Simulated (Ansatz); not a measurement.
```xyz
13

C    -1.9217    0.0623    0.4332
Si   -0.0651    0.0023    0.7050
Ga    1.2244   -1.7250   -0.3752
C     0.8310    1.3010   -0.3875
F     1.6086    0.5456   -1.3211
H    -2.3377    1.0277    0.7319
H    -2.4206   -0.7121    1.0209
H    -2.1639   -0.1089   -0.6182
H     0.2277    0.3125    2.1351
H     2.6720   -2.0826    0.1229
H     0.6360   -2.4920   -1.6174
H     1.5365    1.9331    0.1553
H     0.1729    1.9361   -0.9848
```

Geometry: PBE0-D4/def2-TZVP.

Level of theory: Ansatz 0.2.0, RKS PBE0-D4/def2-TZVPP.

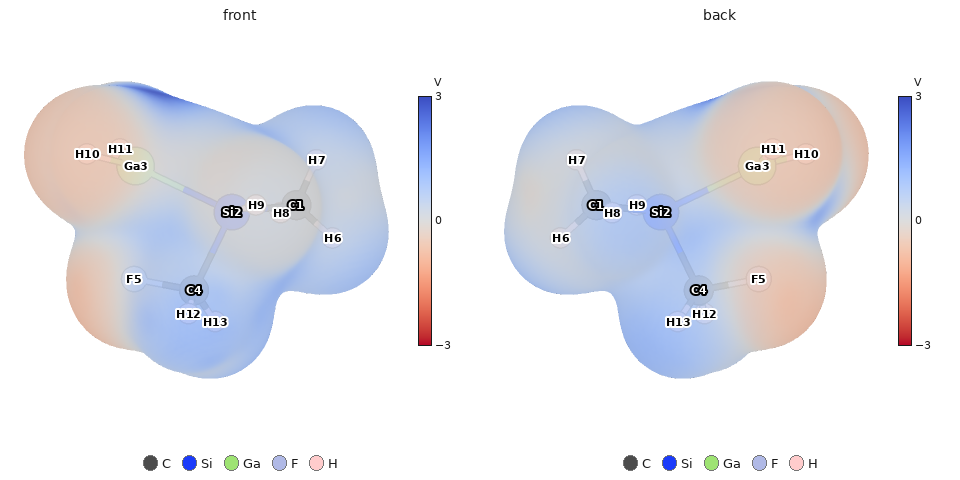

C$_{2}$H$_{8}$FGaSi (SMILES C[SiH]([GaH2])CF). The molecular electrostatic potential painted on the density surface at 0.002 e/bohr³, seen from the front and from behind; the colour scale runs from red (negative) to blue (positive).

Describe the electrostatic potential map.

Answer. The most negative region (about −0.7 V, or −16 kcal/mol for a unit charge) lies over F5, the most positive (about +2.4 V, or +55 kcal/mol for a unit charge) over Ga3.
